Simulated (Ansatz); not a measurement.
Fields on a plane of As (A7 type, space group R-3m)

```
CELL_PARAMETERS angstrom
      1.88053     1.08572     3.57784
     -1.88053     1.08572     3.57784
      0.00000    -2.17144     3.57784
ATOMIC_POSITIONS crystal
  As 0.22600 0.22600 0.22600
  As 0.77400 0.77400 0.77400
```

The slice is a (0001) plane (indices of the conventional cell) through the point (0.226, 0.226, 0.226) (fractional), spanned by u = [1 0 -1] and v = [-1 2 -1] in vectors of this cell: u (3.76 Å) and v (6.51 Å, at 90° to u). It covers one period; positions are fractions (u, v).

Atoms on it: As at (0.00, 0.00); As at (0.50, 0.50).

The numbers are results of r2SCAN+rVV10 (plane waves to 500 eV, PAW, scalar-relativistic; Ansatz, an electronic-structure program), not measurements. k mesh 15×15×15. Near the nuclei the fields are pseudised (PAW); where an atom keeps semicore shells as valence, they peak there. As was relaxed with its symmetry unable to fall.

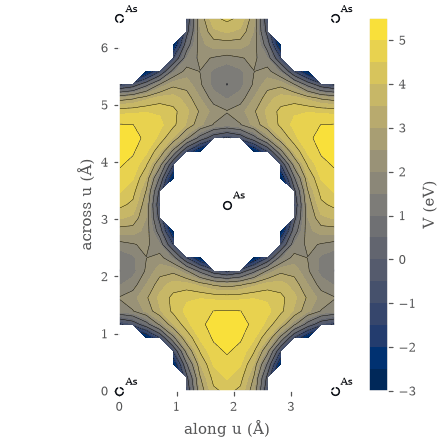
*Electrostatic potential energy of an electron, from the cell's mean, in eV, one period of the plane, atoms marked. Points within 1 Å of a nucleus are left white, as the pseudised field means little there. Values under -3 eV are set to -3. The zero, the cell's mean, hangs on the PAW cores.*

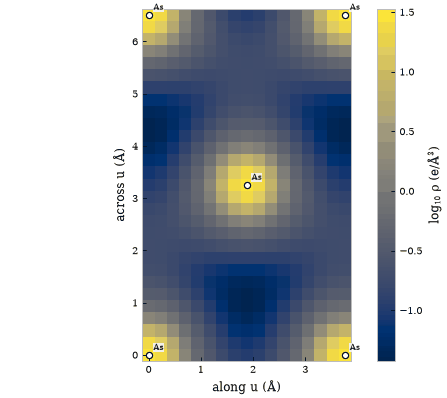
Figure: Log₁₀ of the valence density in e/Å³, one period of the plane, atoms marked. The scale is logarithmic, as a density can span decades between atoms and voids.
